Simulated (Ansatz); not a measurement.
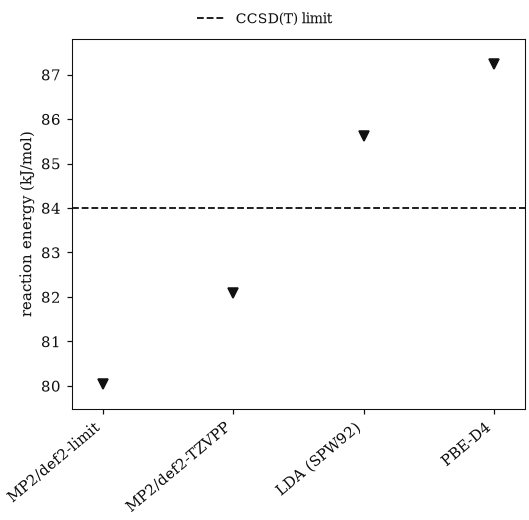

Electronic reaction energy of ZrF₄ ([F][Zr]([F])([F])[F]) + H₂S (S) → ZrHSF₃ ([F][Zr]([F])([F])[SH]) + HF (F) (SMILES in brackets) at several levels (functionals in def2-TZVPP unless a basis is named), isolated molecules at PBE0-D4 triple-zeta geometries, minima by their frequencies, no zero-point or thermal terms, the Ansatz code 0.2.0. The line is frozen-core CCSD(T) at the basis limit (MP2 extrapolated from triple and quadruple zeta, plus CCSD(T) less MP2 in a smaller set). The distance of MP2/def2-TZVPP to the limit includes basis error. Core potentials past Kr.

### Which level comes closest to the line (CCSD(T) limit), and which misses most?

Closest LDA (SPW92) (85.6 kJ/mol), against 84.0 kJ/mol; farthest MP2/def2-limit (80.1 kJ/mol).

### What do zero-point energy and temperature add?

Zero-point change 1.9 kJ/mol; at 298.15 K and 1 bar the CCSD(T) limit plus thermal terms gives an enthalpy of reaction of 88.4 and a free energy of 80.8 kJ/mol (harmonic PBE0-D4 modes, ideal gas).

Caveats: outer-core shells are correlated without core-valence functions, which makes the correlated values less sure.
